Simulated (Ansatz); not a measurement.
# Profile along the As–In line in InAs (zinc blende)

InAs (zinc blende), conventional cell a = b = c = 6.1866 Å, α = β = γ = 90.00°. The calculation uses the primitive cell of 2 atoms, to which meshes and values per cell refer.

Fields along a shortest As–In line of a {110} plane (2.68 Å), from As to In, interpolated on the slice's grid (step about 0.2 Å). All values below come from PBE (plane waves to 420 eV, PAW, scalar-relativistic; Ansatz, an electronic-structure program). k mesh 9×9×9. Inside the PAW spheres the values are not all-electron values, and peaks at nuclei hang on which shells count as valence. At this level the bands of InAs touch or barely overlap; measurements give the solid a gap. InAs was relaxed with its symmetry unable to fall. The PAW data are Ansatz's earlier set.

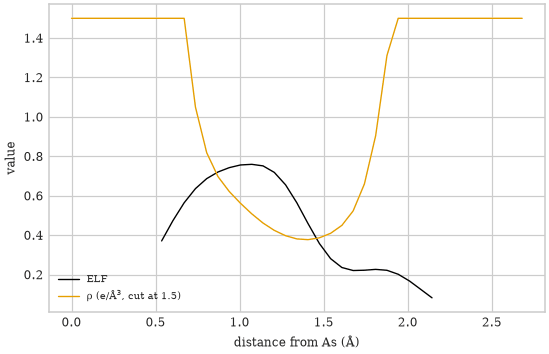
Figure: ELF (away from the nuclei) and valence density from As to In.

Density on the As–In line (2.68 Å) at its density minimum, 1.4 Å from As: 0.38 e/Å³. ELF at that point: 0.5. ELF maximum in the middle third of the As–In line: 0.76, 1.1 Å from As.
